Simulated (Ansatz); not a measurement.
F₃Si (doublet)

```yaml
atoms:
  - { symbol: F, position_ang: [-0.9444, 0.4121, 0.1057] }
  - { symbol: F, position_ang: [1.2178, 1.1243, -1.1625] }
  - { symbol: F, position_ang: [0.0696, -1.1479, -1.7189] }
  - { symbol: Si, position_ang: [0.4387, -0.1337, -0.5199] }
```

Geometry: B3LYP-D3(BJ)/def2-SVP.

All numbers below come from isolated molecule in a Gaussian basis; Kohn-Sham density functional theory, functional PBE0 (Ansatz).

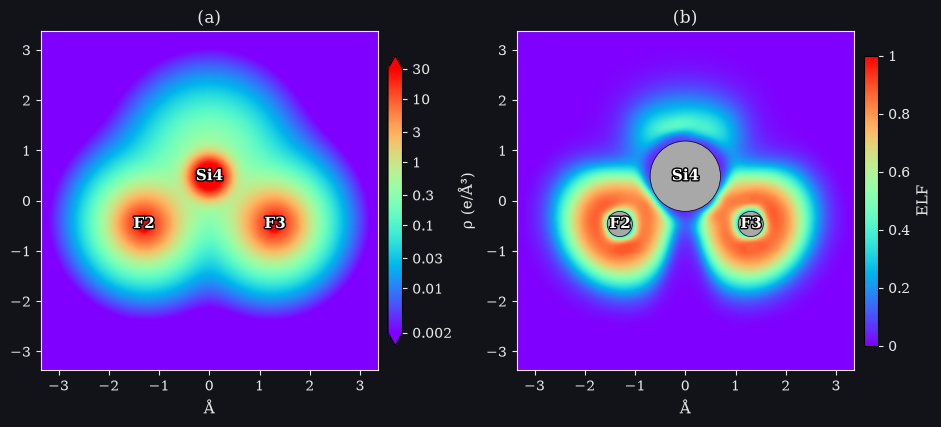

Figure 1. (a) total electron density; (b) electron localisation function on the plane of atoms F2, Si4 and F3. Grey discs cover the atomic cores in the ELF map.

Read the bonding off the picture.

Atoms in the plane: F and Si.
Si–F (1.61 Å): the density is about 1.1 e/Å³ at the midpoint; the ELF peaks at about 0.85 in the valence shell of F, 0.6 Å from its nucleus, and is about 0.50 at the midpoint.
The ELF also peaks beside F2 and F3, away from the bonds: non-bonding electrons, paired or unpaired.

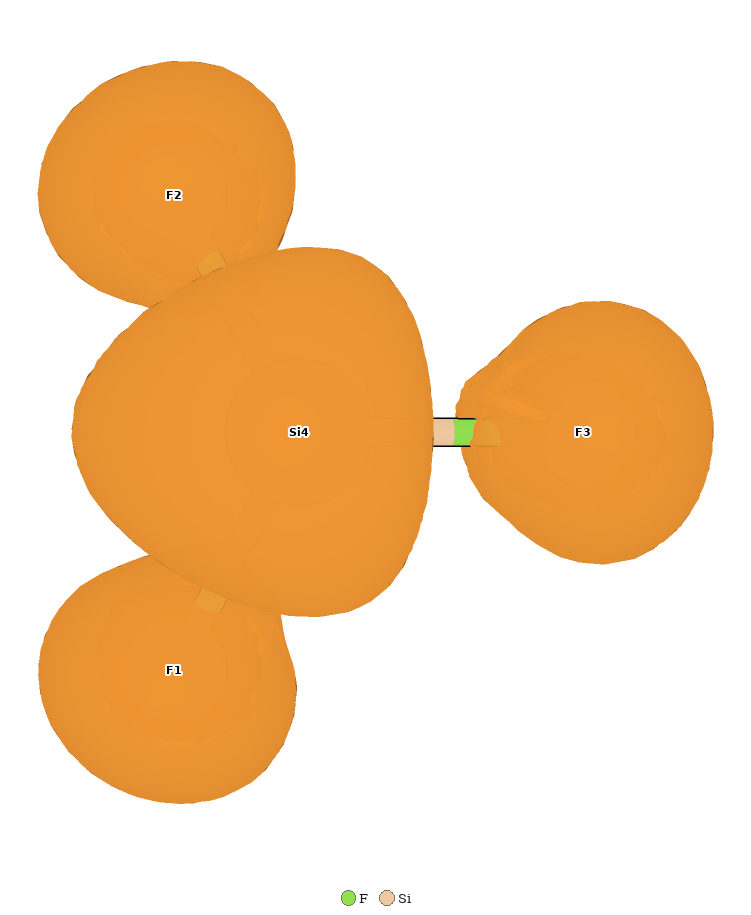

Figure 2. Isosurface of the electron localisation function at 0.8 (orange), seen across its widest extent. Core shells and regions of very low density are left out.

Describe the localisation domains.

The surface consists of one lobe on Si, pointing away from the bonds (non-bonding electrons) and three regions wrapped around F (its lone pairs, merged into a ring or cap).

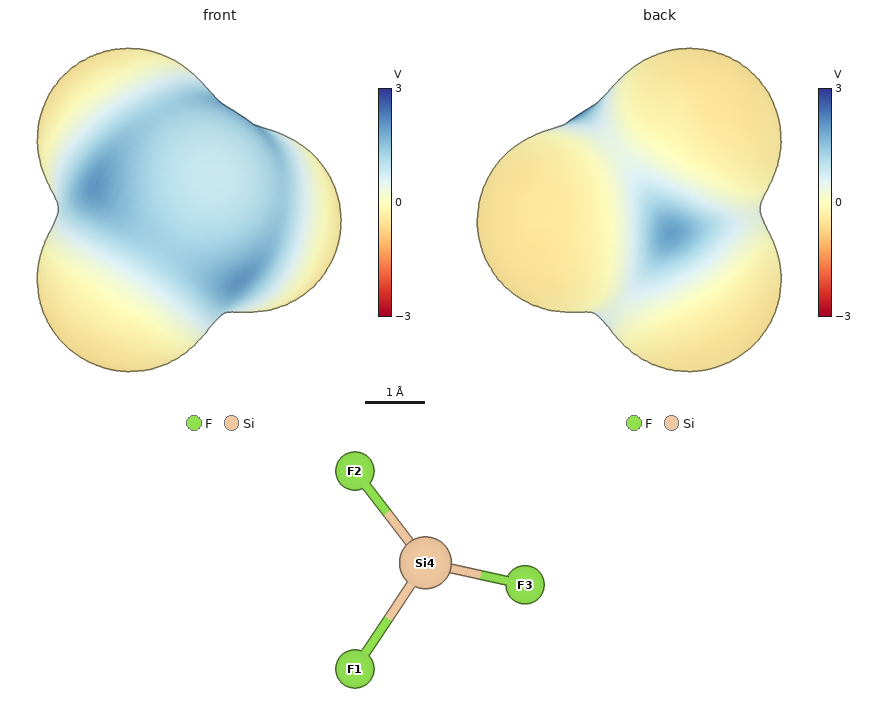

Figure 3. The molecular electrostatic potential painted on the density surface at 0.002 e/bohr³, seen from the front and from behind; the colour scale runs from red (negative) to blue (positive). The bare structure is drawn below in the same view.

Which sites attract a positive test charge, and which a negative one?

A positive charge is drawn to the negative regions and a negative charge to the positive ones. The most negative region (about −0.5 V) lies over F1, F2 and F3, the most positive (about +2.0 V) over Si4.
